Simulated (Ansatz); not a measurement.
```yaml
atoms:
  - { symbol: Al, position_ang: [-0.0024, 0.0315, 0.0292] }
  - { symbol: N, position_ang: [-0.0087, -0.0002, 1.8052] }
  - { symbol: H, position_ang: [-0.8311, -0.0402, 2.3973] }
  - { symbol: H, position_ang: [0.8255, 0.0238, 2.3817] }
  - { symbol: H, position_ang: [1.4314, 0.0972, -0.6588] }
  - { symbol: C, position_ang: [-1.6953, -0.0197, -0.9532] }
  - { symbol: H, position_ang: [-2.2595, -0.9439, -0.7415] }
  - { symbol: H, position_ang: [-2.3517, 0.8213, -0.6722] }
  - { symbol: H, position_ang: [-1.5440, 0.0301, -2.0433] }
```

All numbers below come from RKS PBE0/def2-SVP (Ansatz 0.2.0).

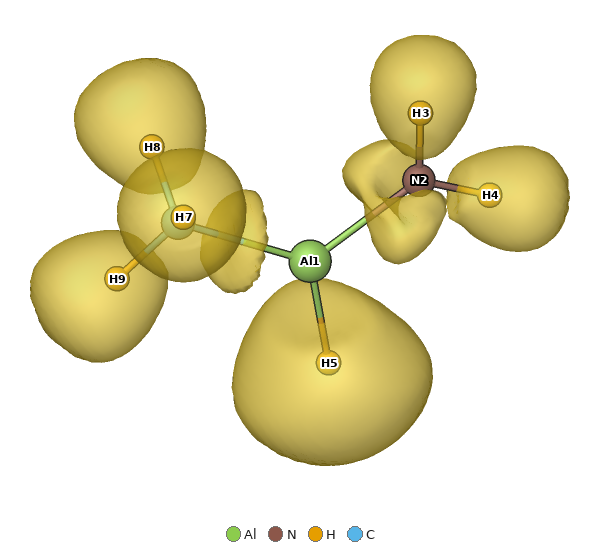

CH6AlN. Isosurface of the electron localisation function at 0.85 (yellow), seen at a tilt. Core shells and regions of very low density are left out.

### What do the ELF domains correspond to?

The surface consists of one region between bonded Al–C atoms (shared pairs), six regions around hydrogen nuclei and one lobe of the valence shell of N pointing towards Al. Along the contacts the grid gives the following. Al–N (1.78 Å): the ELF peaks at about 0.95 in the valence shell of N, 0.6 Å from its nucleus, and is about 0.55 at the midpoint. C–Al (1.96 Å): the ELF peaks at about 0.95 between the atoms: a polar covalent bond.
